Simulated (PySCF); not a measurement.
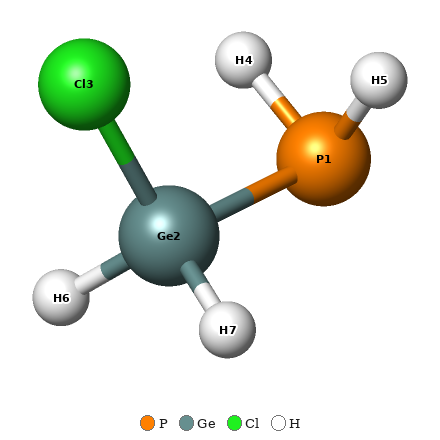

GePH₄Cl, SMILES [PH2][GeH2][Cl], singlet. Vertical core-electron binding energies by ΔSCF (PBE, pcX-2 on the ionised atom, pcseg-1 elsewhere, spin-free X2C; PySCF 2.14.0, at a PBE0-D3(BJ)/def2-SVP geometry (no frequency check)), gas phase, against the vacuum level. One atom of each kind was ionised; within a panel, areas follow the number of like atoms and 2j + 1 (2p levels are split by first-order spin-orbit coupling, an approximation), each panel is scaled alone, Gaussians of 0.4 eV full width. Only the regions named are shown.

**Predict the P 2p and Cl 2p photoelectron lines.**

```
   level  atoms  binding energy (eV)
 P 2p1/2     P1                136.9
 P 2p3/2     P1                136.0
Cl 2p1/2    Cl3                206.0
Cl 2p3/2    Cl3                204.4
```

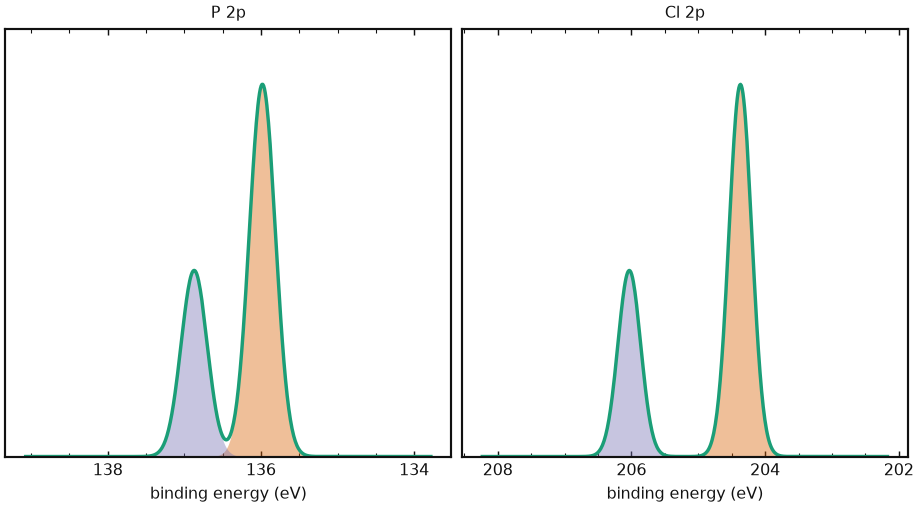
